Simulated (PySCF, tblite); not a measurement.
# C5H4O2SSi: geometry, infrared bands and NMR shifts

Aim: predict the infrared bands and NMR shifts of C5H4O2SSi (`C#C[SiH2]SC(=C=O)C=O`).

Computed with tblite 0.8.0 and PySCF 2.14.0, with density-fitted response routines of our own, on a single molecule in the gas phase. Atoms are numbered from 0 throughout.

## (1) The starting structure

13 atoms, charge 0, multiplicity 1; geometry from: force field or distance geometry start.

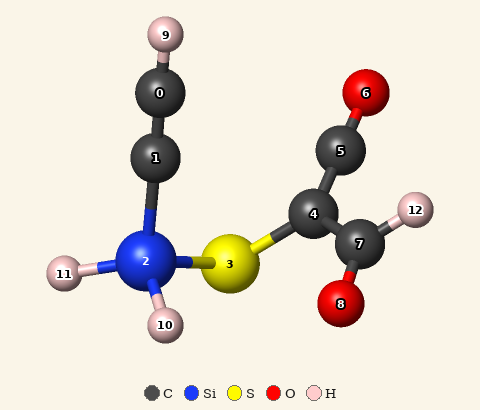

The starting geometry (carbon dark grey, silicon blue, sulfur yellow, oxygen red, hydrogen pink), atoms numbered.

## (2) Geometry optimisation with GFN2-xTB

The job: settings as JSON, then the geometry in Å.

```
{"job": {"kind": "relax", "xc": "GFN2-xTB", "basis": "xTB"}, "charge": 0, "multiplicity": 1}
C      1.954700     1.673700    -0.565900
C      1.785800     0.655600     0.031100
Si     1.545700    -0.946700     0.993400
S     -0.416400    -0.843900     1.886300
C     -1.403800    -0.111400     0.695700
C     -2.045200     0.990300     0.942200
O     -2.626100     1.993600     1.142300
C     -1.626900    -0.757000    -0.615500
O     -1.084800    -1.805300    -0.971500
H      2.087300     2.586400    -1.096000
H      1.635100    -2.127900     0.103600
H      2.535100    -1.070000     2.078800
H     -2.344900    -0.237100    -1.278000
```

Run with:

```console
$ OMP_NUM_THREADS=1 python probes_run.py task.json out
```

One launch serves the whole session: the jobs run in the order shown.

**Question.** This job is followed by: GFN2-xTB harmonic vibrations, gas phase; GIAO PBE0/pcSseg-1 NMR shielding, non-relativistic, gas phase. Predict these results of the whole session: strongest single infrared mode (GFN2-xTB); zero-point energy (GFN2-xTB); 13C shifts against TMS (PBE0/pcSseg-1); 1H shifts against TMS (PBE0/pcSseg-1, means over atoms taken as alike); 29Si shifts against TMS (PBE0/pcSseg-1); 33S shifts against CS2 (PBE0/pcSseg-1); 17O shifts against H2O (PBE0/pcSseg-1).

As calculated:

| quantity | value |
| --- | --- |
| strongest single infrared mode (GFN2-xTB) | 2245 cm⁻¹, 1682 km/mol |
| zero-point energy (GFN2-xTB) | 43.7 kcal/mol |
| 13C shifts against TMS (PBE0/pcSseg-1) | 200.3, 185.2, 105.2, 89.3, 50.3 ppm |
| 1H shifts against TMS (PBE0/pcSseg-1, means over atoms taken as alike) | 9.62, 5.48, 2.21 ppm |
| 29Si shifts against TMS (PBE0/pcSseg-1) | -60.9 ppm |
| 33S shifts against CS2 (PBE0/pcSseg-1) | -132 ppm |
| 17O shifts against H2O (PBE0/pcSseg-1) | 579.4, 412.8 ppm |

**Reading.** Over 134 steps the energy fell by 0.386 eV; of the close pairs, S3–C4 changed most, 1.711 to 1.794 Å. All 33 modes are real, so the xTB geometry is a minimum. The strongest single mode, at 2245 cm⁻¹, moves mainly C5. GFN2-xTB is a fitted tight-binding method: band positions and strengths are rough. Its intensities can rank the bands wrongly. H12 (hydrogen on an aldehyde carbonyl carbon) lies farthest downfield among hydrogen, at 9.62 ppm; deshielded by the polar, anisotropic C=O bond. At PBE0/pcSseg-1: Shielding is most anisotropic at O8 (span 1122 ppm, paramagnetic term -645 ppm).
